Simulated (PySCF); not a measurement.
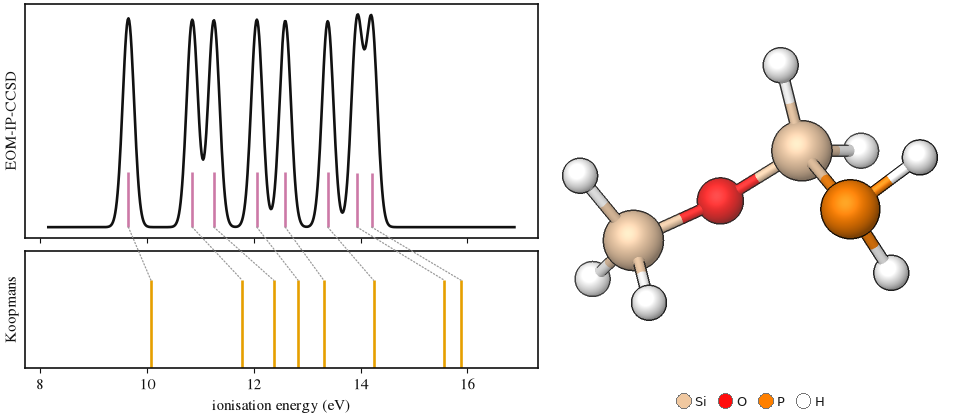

Valence photoelectron lines of Si₂PH₇O, SMILES [SiH3]O[SiH2]P: vertical EOM-IP-CCSD/aug-cc-pVDZ (frozen core, PySCF, at a PBE0-D3(BJ)/def2-SVP geometry (no frequency check); 8 lines, one for each of the 8 highest orbitals, so a line of a deeper orbital can be missing among them) above, Hartree-Fock orbital energies with the sign turned below, non-relativistic; dotted lines join each line to its leading orbital. Stick heights are one-hole weights (summed over degenerate lines), not cross-sections; Gaussian width 0.25 eV.

What is the first vertical ionisation energy, and how far is Koopmans' value off?

Answer. 9.65 eV from the HOMO; Koopmans gives 10.07 eV, 0.42 eV too high.

List the lines.

Answer.
```
  hole  EOM-IP-CCSD (eV)  Koopmans (eV)  one-hole weight
  HOMO              9.65          10.07             0.95
HOMO-1             10.84          11.78             0.95
HOMO-2             11.25          12.37             0.95
HOMO-3             12.05          12.83             0.95
HOMO-4             12.59          13.31             0.94
HOMO-5             13.38          14.24             0.94
HOMO-6             13.93          15.57             0.93
HOMO-7             14.21          15.88             0.93
```

Caveats: small basis, so the lines can lie some tenths of an eV too low; one conformer of a flexible molecule.
